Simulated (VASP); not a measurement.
System: Hg3SbAs.

The calculation's input:

```
SYSTEM = Hg3SbAs
PREC     = Accurate       ! precision mode
ENCUT    = 520            ! plane-wave cutoff, eV
EDIFF    = 1E-7           ! SCF threshold, eV
ISMEAR   = 0              ! smearing method
SIGMA    = 0.05           ! smearing width, eV
LREAL    = .False.        ! projectors in reciprocal space
LASPH    = .True.         ! aspherical terms in the spheres
NELM     = 100            ! most SCF steps
ALGO     = Normal         ! electronic algorithm
ISIF     = 2              ! what is computed and relaxed
LWAVE    = .False.        ! write WAVECAR
LCHARG   = .True.         ! write CHGCAR
GGA      = PE             ! functional
LELF     = .True.         ! ELF
LVHAR    = .True.       
NBANDS   = 31             ! bands
```

Launched as:

```sh
cat potpaw_PBE.64/As/POTCAR potpaw_PBE.64/Sb/POTCAR potpaw_PBE.64/Hg/POTCAR > POTCAR
mpirun -np 1 vasp_std > vasp.out
```

Below, planes, directions and counts refer to the conventional cell (a = 6.44 Å, b = 6.44 Å, c = 6.44 Å, α = 90.00°, β = 90.00°, γ = 90.00°).

Space group Pm-3m; a generated structure, not necessarily the stable one; computed pressure about −3 GPa in this cell.

Theory: Kohn-Sham DFT of a periodic cell, PBE, VASP PAW PBE potentials, recommended in VASP.

Question: What will maps of the valence pseudo-density and electron localisation function show?

Answer: Hg–Sb (3.22 Å): ρ is about 0.18 e/Å³ halfway; the ELF is about 0.40 at the midpoint.
Hg–As (4.55 Å): ρ is about 0.02 e/Å³ halfway; the ELF is about 0.05 at the midpoint: no localised pair shows between them.

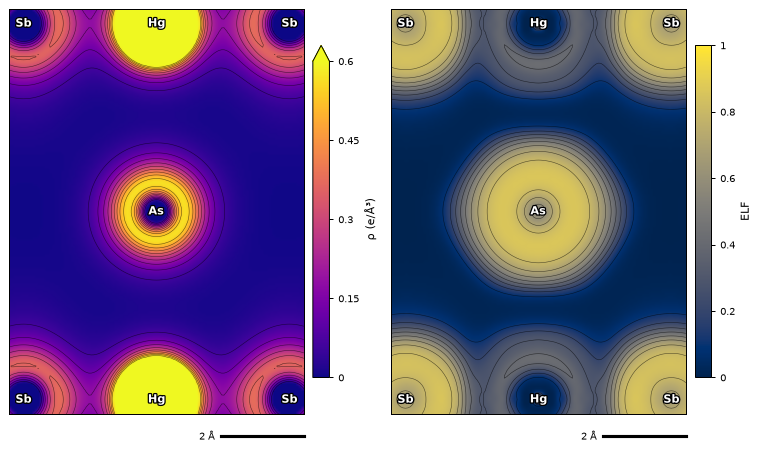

Computed valence pseudo-density and electron localisation function on the (101̄) plane of the conventional cell, in this order. 

The density is the valence pseudo-density of a PAW calculation; it isn't the true density close to the nuclei.
